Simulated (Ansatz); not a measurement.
# AlH (singlet): the correlation ladder at distance Al1–H2 = 3.086 Å, cc-pVQZ

Aim: climb from Hartree-Fock through coupled cluster and multireference methods for AlH (singlet) at one geometry and basis, and see what each rung misses.

The runs use Ansatz 0.2.0, Gaussian basis; cc-pVQZ, core rule «outside noble gas», up to 5 orbitals frozen.

The runs, in order: UHF; CCSD(T) on RHF; CCSD(T) on UHF; BCCD(T) on RHF; CCSDT(Q) on RHF; CCSDT(Q) on UHF; CASSCF and NEVPT2, 4 electrons in 5 orbitals; Full CI.

17 further runs of the same task are left out: 10 that didn't finish, 7 set aside as unsound or not needed.

## Step 1: The geometry

The geometry derives from a PBE0/def2-TZVP stationary point (not a proven minimum). One bond is set to the value named and the two fragments are kept rigid.

2 atoms, charge 0, spin multiplicity 1.

Atoms are counted from 1 here; the program's logs count them from 0.

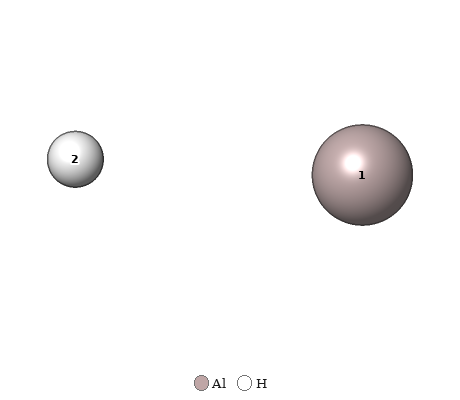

The structure; aluminium light grey, hydrogen white; atoms are numbered from 1 in the order of the file.

In the tables R marks a restricted determinant and U an unrestricted one; 'valence' is the active space of 4 electrons in 5 orbitals; energies count from the table's Hartree-Fock row.

## Step 2: UHF

File in.yaml:

```yaml
crystal:
  periodic: [false, false, false]
  atoms:
    - {symbol: Al, position_ang: [0.000000, 0.000000, 0.000000]}
    - {symbol: H, position_ang: [0.000000, 0.000000, 3.086000]}
basis:
  gaussian: {orbitals: cc-pVQZ}
magnetization: {spin_polarized: true, initial_magnetization: 0}
hamiltonian: {xc: hf}
output: {orbitals: {seedname: orbitals}}
```

Launch:

```sh
ansatz run in.yaml --threads 1 --pin off --events-out ev --progress --plain --max-ram 2393MiB
```

The program printed:

```text
Functional definition: HF
  name "HF"
  cite "Fock, Z. Phys. 61, 126 (1930) doi:10.1007/BF01340294"
  parent pbe
  exchange = exact_x
  correlation = 0
430 factors; their error is unknown
mean field evaluation 1: about -6593.7531 eV, gradient 7.2e0 eV
mean field evaluation 2: about -6594.8834 eV, gradient 1.7e0 eV
mean field evaluation 4: about -6594.9295 eV, gradient 1.1e-1 eV
mean field evaluation 8: about -6595.0849 eV, gradient 8.7e-5 eV
mean field evaluation 16: about -6595.7165 eV, gradient 8.3e-2 eV
mean field evaluation 32: about -6595.5586 eV, gradient 1.2e-1 eV
mean field evaluation 64: about -6594.4167 eV, gradient 5.1e0 eV
mean field evaluation 96: about -6595.4683 eV, gradient 2.1e-1 eV
mean field evaluation 128: about -6594.9295 eV, gradient 1.1e-1 eV
mean field -6595.71597785 eV, -242.3880914491 hartree, gradient 6.3e-6 eV, S^2 0.801992; 6 other end points of the search recorded, 0 dependent functions left out
reference -6595.71597785 eV, -242.3880914491 hartree; 7, 7 occupied and 82, 82 virtual orbitals, 430 factors
Total energy: -6595.71597785 eV, -242.3880914491 hartree
```

It took 1.9 s on 1 thread of Arm Neoverse V2, shared host.

From the report: ⟨S²⟩ of the determinant 0.802 (pure singlet: 0.00). The determinant is far from a pure spin state, so its energy mixes those of several spin states (harmless only where they are near-degenerate, as at dissociation).

The unrestricted solution breaks the spin symmetry, so the restricted determinant is unstable here.

## Step 3: CCSD(T) on RHF

File in.yaml:

```yaml
crystal:
  periodic: [false, false, false]
  atoms:
    - {symbol: Al, position_ang: [0.000000, 0.000000, 0.000000]}
    - {symbol: H, position_ang: [0.000000, 0.000000, 3.086000]}
basis:
  gaussian: {orbitals: cc-pVQZ}
magnetization: {spin_polarized: false}
correlation: {method: ccsd_t, electrons: outside_noble_gas}
```

The command is unchanged.

The program printed, shortened:

```text
Functional definition: HF
  name "HF"
  cite "Fock, Z. Phys. 61, 126 (1930) doi:10.1007/BF01340294"
  parent pbe
[...]
513 factors; integrals over basis functions are off by at most 8.3e-4 eV
[...]
mean field -6595.08526558 eV, -242.3649132006 hartree, gradient 1.0e-6 eV, S^2 0.000000; 0 other end points of the search recorded, 0 dependent functions left out; unrestricted orbitals would lower it
5 core orbitals not correlated: weight in the atoms' cores, before any rotation towards them, 1.000 or more for the frozen orbitals, at most 0.000 for the correlated occupied ones
reference -6595.08526558 eV, -242.3649132006 hartree; 2, 2 occupied and 82, 82 virtual orbitals, 513 factors
second order -1.84084958 eV of doubles, -0.00000000 eV of singles
cycle   1  -2.19053688 eV  change   -3.5e-1 eV  update   9.9e-2
[...]
cycle  13  -2.60775443 eV  change   -2.5e-6 eV  update   1.4e-6
perturbative correction -0.11099052 eV, -0.0040788264 hartree
Total energy: -6597.80401053 eV, -242.4648252348 hartree
```

Wall time 1.2 s (1 thread of Arm Neoverse V2, shared host).

From the report: correlation -2.7187 eV; T1 0.070; largest double amplitude 0.25.

## Step 4: CCSD(T) on UHF

Changes to in.yaml since step 3:

```diff
@@ -7,3 +7,3 @@
   gaussian: {orbitals: cc-pVQZ}
-magnetization: {spin_polarized: false}
+magnetization: {spin_polarized: true, initial_magnetization: 0}
 correlation: {method: ccsd_t, electrons: outside_noble_gas}
```

The command is unchanged.

The program printed, shortened:

```text
Functional definition: HF
  name "HF"
  cite "Fock, Z. Phys. 61, 126 (1930) doi:10.1007/BF01340294"
  parent pbe
[...]
513 factors; integrals over basis functions are off by at most 8.3e-4 eV
[...]
mean field -6595.71632696 eV, -242.3881042788 hartree, gradient 2.7e-6 eV, S^2 0.801993; 16 other end points of the search recorded, 0 dependent functions left out
determinant -6595.71632696 eV, -242.3881042788 hartree, with singles and doubles -6597.62263939 eV, -242.4581599685 hartree
determinant -6595.47577470 eV, -242.3792641460 hartree, with singles and doubles -6596.99118629 eV, -242.4349544949 hartree
determinant -6592.92167781 eV, -242.2854028166 hartree, with singles and doubles -6595.95950816 eV, -242.3970410231 hartree
determinant -6595.08526558 eV, -242.3649132006 hartree, with singles and doubles -6597.80932539 eV, -242.4650205522 hartree
5 core orbitals not correlated: weight in the atoms' cores, before any rotation towards them, 1.000 or more for the frozen orbitals, at most 0.000 for the correlated occupied ones
reference -6595.71632696 eV, -242.3881042788 hartree; 2, 2 occupied and 82, 82 virtual orbitals, 513 factors
second order -1.19055469 eV of doubles, -0.00000000 eV of singles
cycle   1  -1.81734337 eV  change   -9.4e-2 eV  update   2.9e-2
[...]
cycle  15  -1.92635849 eV  change    6.3e-7 eV  update   1.6e-6
perturbative correction -0.10120189 eV, -0.0037191008 hartree
Total energy: -6597.74388734 eV, -242.4626157484 hartree
```

Run time: 8 s. Hardware: 1 thread of Arm Neoverse V2, shared host; peak memory 0.32 GiB.

From the report: ⟨S²⟩ of the determinant 0.802 (pure singlet: 0.00); correlation -2.0276 eV; T1 0.133; largest double amplitude 0.23. The determinant is far from a pure spin state, so its energy mixes those of several spin states (harmless only where they are near-degenerate, as at dissociation).

## Step 5: BCCD(T) on RHF

File in.yaml:

```yaml
crystal:
  periodic: [false, false, false]
  atoms:
    - {symbol: Al, position_ang: [0.000000, 0.000000, 0.000000]}
    - {symbol: H, position_ang: [0.000000, 0.000000, 3.086000]}
basis:
  gaussian: {orbitals: cc-pVQZ}
magnetization: {spin_polarized: false}
correlation: {method: bccd_t, electrons: outside_noble_gas}
```

Same command.

The program printed, shortened:

```text
Functional definition: HF
  name "HF"
  cite "Fock, Z. Phys. 61, 126 (1930) doi:10.1007/BF01340294"
  parent pbe
[...]
513 factors; integrals over basis functions are off by at most 8.3e-4 eV
[...]
mean field -6595.08526558 eV, -242.3649132006 hartree, gradient 1.0e-6 eV, S^2 0.000000; 0 other end points of the search recorded, 0 dependent functions left out; unrestricted orbitals would lower it
5 core orbitals not correlated: weight in the atoms' cores, before any rotation towards them, 1.000 or more for the frozen orbitals, at most 0.000 for the correlated occupied ones
reference -6595.08526558 eV, -242.3649132006 hartree; 2, 2 occupied and 82, 82 virtual orbitals, 513 factors
second order -1.84084958 eV of doubles, -0.00000000 eV of singles
cycle   1  -2.21210406 eV  change   -3.7e-1 eV  update   9.9e-2
[...]
cycle  14  -2.59707657 eV  change   -1.7e-6 eV  update   8.8e-7
perturbative correction -0.11514350 eV, -0.0042314456 hartree
Total energy: -6597.79748565 eV, -242.4645854497 hartree
```

Wall time 1.6 s (1 thread of Arm Neoverse V2, shared host).

From the report: correlation -2.7122 eV; largest double amplitude 0.25.

## Step 6: CCSDT(Q) on RHF

Changes to in.yaml since step 5:

```diff
@@ -8,2 +8,2 @@
 magnetization: {spin_polarized: false}
-correlation: {method: bccd_t, electrons: outside_noble_gas}
+correlation: {method: ccsdt_q, electrons: outside_noble_gas}
```

Launched as before.

The program printed, shortened:

```text
Functional definition: HF
  name "HF"
  cite "Fock, Z. Phys. 61, 126 (1930) doi:10.1007/BF01340294"
  parent pbe
[...]
915 factors; integrals over basis functions are off by at most 1.4e-7 eV
[...]
mean field -6595.08526170 eV, -242.3649130582 hartree, gradient 9.3e-7 eV, S^2 0.000000; 0 other end points of the search recorded, 0 dependent functions left out; unrestricted orbitals would lower it
5 core orbitals not correlated: weight in the atoms' cores, before any rotation towards them, 1.000 or more for the frozen orbitals, at most 0.000 for the correlated occupied ones
reference -6595.08526170 eV, -242.3649130582 hartree; 2, 2 occupied and 82, 82 virtual orbitals, 915 factors
second order -1.84090360 eV of doubles, -0.00000000 eV of singles
cycle   1  -2.19053819 eV  change   -3.5e-1 eV  update   1.0e-1
[...]
cycle  18  -2.73794639 eV  change   -1.4e-7 eV  update   1.3e-7
perturbative correction -0.00629657 eV, -0.0002313948 hartree
Total energy: -6597.82950467 eV, -242.4657621270 hartree
```

It took 12 s on 1 thread of Arm Neoverse V2, shared host; peak memory 0.34 GiB.

From the report: correlation -2.7442 eV; T1 0.075; largest double amplitude 0.28.

## Step 7: CCSDT(Q) on UHF

Changes to in.yaml since step 6:

```diff
@@ -7,3 +7,3 @@
   gaussian: {orbitals: cc-pVQZ}
-magnetization: {spin_polarized: false}
+magnetization: {spin_polarized: true, initial_magnetization: 0}
 correlation: {method: ccsdt_q, electrons: outside_noble_gas}
```

The command is unchanged.

The program printed, shortened:

```text
Functional definition: HF
  name "HF"
  cite "Fock, Z. Phys. 61, 126 (1930) doi:10.1007/BF01340294"
  parent pbe
[...]
915 factors; integrals over basis functions are off by at most 1.4e-7 eV
[...]
mean field -6595.71632734 eV, -242.3881042925 hartree, gradient 3.0e-6 eV, S^2 0.801993; 16 other end points of the search recorded, 0 dependent functions left out
determinant -6595.71632734 eV, -242.3881042925 hartree, with singles and doubles -6597.62266028 eV, -242.4581607360 hartree
determinant -6595.47577538 eV, -242.3792641712 hartree, with singles and doubles -6596.99120478 eV, -242.4349551743 hartree
determinant -6592.92168274 eV, -242.2854029980 hartree, with singles and doubles -6595.95952928 eV, -242.3970417991 hartree
determinant -6595.08526170 eV, -242.3649130582 hartree, with singles and doubles -6597.80936415 eV, -242.4650219767 hartree
5 core orbitals not correlated: weight in the atoms' cores, before any rotation towards them, 1.000 or more for the frozen orbitals, at most 0.000 for the correlated occupied ones
reference -6595.71632734 eV, -242.3881042925 hartree; 2, 2 occupied and 82, 82 virtual orbitals, 915 factors
second order -1.19058120 eV of doubles, -0.00000000 eV of singles
cycle   1  -1.44547626 eV  change   -2.5e-1 eV  update   7.3e-2
[...]
cycle  22  -2.10235489 eV  change    7.5e-8 eV  update   4.5e-7
perturbative correction -0.00945847 eV, -0.0003475922 hartree
Total energy: -6597.82814069 eV, -242.4657120018 hartree
```

Run time: 83 s. Hardware: 1 thread of Arm Neoverse V2, shared host; peak memory 0.95 GiB.

From the report: ⟨S²⟩ of the determinant 0.802 (pure singlet: 0.00); correlation -2.1118 eV; T1 0.174; largest double amplitude 0.33. The determinant is far from a pure spin state, so its energy mixes those of several spin states (harmless only where they are near-degenerate, as at dissociation).

## Step 8: CASSCF and NEVPT2, 4 electrons in 5 orbitals

File in.yaml:

```yaml
crystal:
  periodic: [false, false, false]
  atoms:
    - {symbol: Al, position_ang: [0.000000, 0.000000, 0.000000]}
    - {symbol: H, position_ang: [0.000000, 0.000000, 3.086000]}
basis:
  gaussian: {orbitals: cc-pVQZ}
correlation: {method: sc_nevpt2, electrons: outside_noble_gas, active_space: {window: {electrons: 4, orbitals: 5}, shells: [{species: Al, l: s, shell: 3}, {species: Al, l: p, shell: 3}, {species: H, l: s, shell: 1}]}}
```

Same command.

The program printed:

```text
Functional definition: HF
  name "HF"
  cite "Fock, Z. Phys. 61, 126 (1930) doi:10.1007/BF01340294"
  parent pbe
  exchange = exact_x
  correlation = 0
915 factors; integrals over basis functions are off by at most 1.4e-7 eV
mean field evaluation 1: about -6593.9084 eV, gradient 1.0e1 eV
mean field evaluation 2: about -6593.9086 eV, gradient 1.0e1 eV
mean field evaluation 4: about -6595.0776 eV, gradient 8.7e-1 eV
mean field evaluation 8: about -6595.0853 eV, gradient 1.4e-3 eV
mean field -6595.08526170 eV, -242.3649130582 hartree, gradient 9.3e-7 eV, S^2 0.000000; 0 other end points of the search recorded, 0 dependent functions left out; unrestricted orbitals would lower it
reference -6595.08526170 eV, -242.3649130582 hartree; 7, 7 occupied and 82, 82 virtual orbitals, 915 factors
state -6596.91012231 eV, -242.4319754487 hartree
state -6596.91012231 eV, -242.4319754487 hartree; corrected -6597.52488756 eV, -242.4545676548 hartree
Total energy: -6597.52488756 eV, -242.4545676548 hartree
Checks for a lower state left out: starts, orbital_swaps
```

Run time: 1.7 s. Hardware: 1 thread of Arm Neoverse V2, shared host.

From the report: 28 determinants; active occupations 1.90, 1.77, 0.22, 0.05, 0.05.

## Step 9: Full CI

File in.yaml:

```yaml
crystal:
  periodic: [false, false, false]
  atoms:
    - {symbol: Al, position_ang: [0.000000, 0.000000, 0.000000]}
    - {symbol: H, position_ang: [0.000000, 0.000000, 3.086000]}
basis:
  gaussian: {orbitals: cc-pVQZ}
correlation: {method: fci, electrons: outside_noble_gas}
```

The command is unchanged.

The program printed:

```text
Functional definition: HF
  name "HF"
  cite "Fock, Z. Phys. 61, 126 (1930) doi:10.1007/BF01340294"
  parent pbe
  exchange = exact_x
  correlation = 0
915 factors; integrals over basis functions are off by at most 1.4e-7 eV
mean field evaluation 1: about -6593.9084 eV, gradient 1.0e1 eV
mean field evaluation 2: about -6593.9086 eV, gradient 1.0e1 eV
mean field evaluation 4: about -6595.0776 eV, gradient 8.7e-1 eV
mean field evaluation 8: about -6595.0853 eV, gradient 1.4e-3 eV
mean field -6595.08526170 eV, -242.3649130582 hartree, gradient 9.3e-7 eV, S^2 0.000000; 0 other end points of the search recorded, 0 dependent functions left out; unrestricted orbitals would lower it
mean field evaluation 16: about -6595.6313 eV, gradient 2.7e0 eV
5 core orbitals not correlated: weight in the atoms' cores, before any rotation towards them, 1.000 or more for the frozen orbitals, at most 0.000 for the correlated occupied ones
reference -6595.08526170 eV, -242.3649130582 hartree; 2, 2 occupied and 82, 82 virtual orbitals, 915 factors
state -6597.82863337 eV, -242.4657301073 hartree
Total energy: -6597.82863337 eV, -242.4657301073 hartree
```

Run time: 31 s. Hardware: 1 thread of Arm Neoverse V2, shared host; peak memory 0.54 GiB.

From the report: 3,068,596 determinants, symmetry A1.

## Step 10: Natural occupations

Natural occupations of the FCI state about the gap (report; correlated orbitals 1 to 10): 1.890, 1.740, 0.231, 0.043, 0.043, 0.012, 0.008, 0.008, 0.006, 0.005. The count of effectively unpaired electrons, Σ n²(2 − n)², is 0.43; a single determinant of this spin has 0.

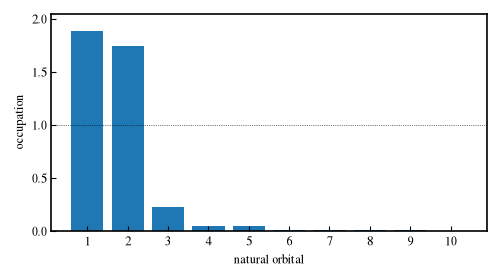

Natural occupations of the FCI state.

## Step 11: Misses and costs

The yardstick is full CI for this spin, exact in this basis with these frozen cores. Rows without a time come out of other runs: HF, MP2 and CCSD of CCSD(T), CCSDT of CCSDT(Q), CASSCF and MRCISD of the multireference runs.

Differences are taken before rounding.

```tsv
method	energy from the lowest RHF (kcal/mol)	from FCI (kcal/mol)	time
RHF	0.00	+63.26	
UHF	-14.55	+48.71	
RMP2	-42.45	+20.81	
UMP2	-42.01	+21.26	
RCCSD	-60.14	+3.13	
UCCSD	-58.98	+4.29	
RCCSD(T)	-62.70	+0.57	1.2 s
UCCSD(T)	-61.31	+1.95	8 s
BCCD(T)	-62.55	+0.72	1.6 s
RCCSDT	-63.14	+0.13	
UCCSDT	-63.03	+0.23	
RCCSDT(Q)	-63.28	-0.02	12 s
UCCSDT(Q)	-63.25	+0.01	83 s
CASSCF valence	-42.08	+21.18	
NEVPT2 valence	-56.26	+7.00	1.7 s
FCI	-63.26	0	31 s
```

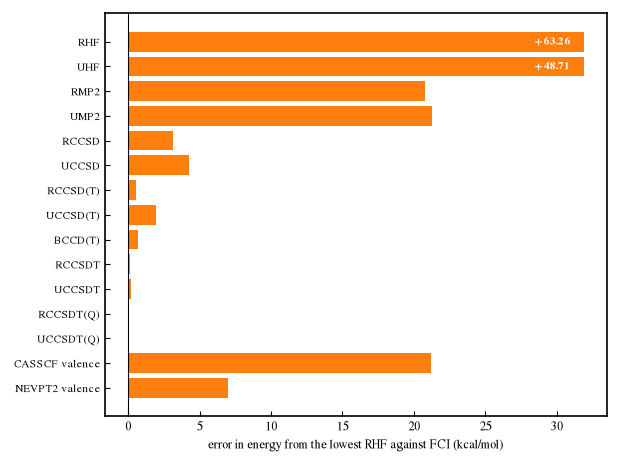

Error of each method against FCI. Bars with a number in them are cut short.

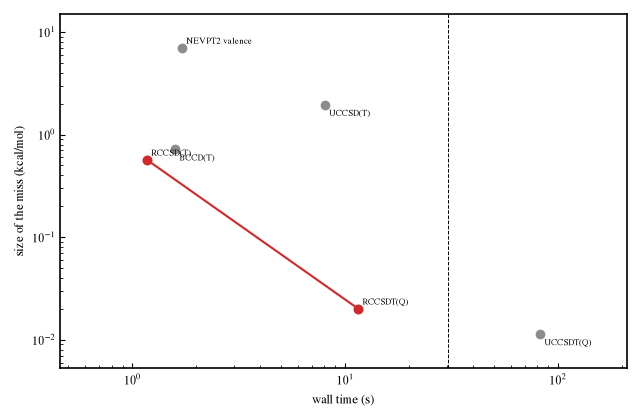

Miss against cost. Red marks the levels that no quicker level drawn beats (of those quicker than the yardstick), and the dashed line is the time of FCI. Times are from a shared host.

## Step 12: What came out

| quantity | value |
| --- | --- |
| FCI below the RHF energy | -2.7434 eV |
| RMP2 from FCI | +20.81 kcal/mol |
| UMP2 from FCI | +21.26 kcal/mol |
| RCCSD from FCI | +3.13 kcal/mol |
| RCCSD(T) from FCI | +0.57 kcal/mol |
| UCCSD(T) from FCI | +1.95 kcal/mol |
| RCCSDT(Q) from FCI | -0.02 kcal/mol |
| UCCSDT(Q) from FCI | +0.01 kcal/mol |
| NEVPT2 valence from FCI | +7.00 kcal/mol |
| levels within 1 kcal/mol (43 meV) | RCCSD(T), BCCD(T), RCCSDT, UCCSDT, RCCSDT(Q), UCCSDT(Q) |
| T1 diagnostic | 0.070 |
| effectively unpaired electrons | 0.43 |

In words: RCCSD(T) misses by +0.57 kcal/mol, 0.9 % of the correlation energy. CCSD(T) misses by +0.57 kcal/mol on the restricted determinant and by +1.95 kcal/mol on the unrestricted one; the two need not hold the same state or core. The occupations show some static correlation. These misses are within one basis, not against nature.

For cost: RCCSDT(Q) gets within 0.02 kcal/mol in 12 s, where FCI took 31 s; the quickest level in the cost chart, RCCSD(T), takes 1.2 s and misses by 0.57 kcal/mol.
